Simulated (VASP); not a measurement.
Band structure of SnO (litharge). These are PBE GGA, VASP's PBE PAW potentials (set 64) (plane waves; VASP) values and carry that method's errors.

Without a dispersion term in the relaxation, distances and binding between the weakly bound layers, chains or molecules are unreliable, and so is what depends on them. Unless said otherwise, spin-orbit coupling is left out, though it shifts the bands of the heavy elements here.

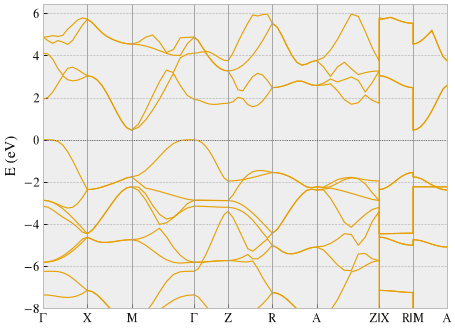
Figure: Bands along high-symmetry lines, zero at the valence-band maximum or, without a gap, the Fermi level

**Question.** Read the plot: is there a gap, and where are the band edges?

**Answer.** The gap is indirect, 0.46 eV, from the valence maximum at M-Γ at 0.89 to the conduction minimum at M. (Edges off the drawn lines would not show.)

Measured: gap 0.70 eV (computed value off by -0.24 eV), as given by David Waroquiers et al., Physical Review B (2013), arXiv:1302.6756.

The compound is SnO in the litharge structure. It was relaxed first, which changed the volume by +8 %.
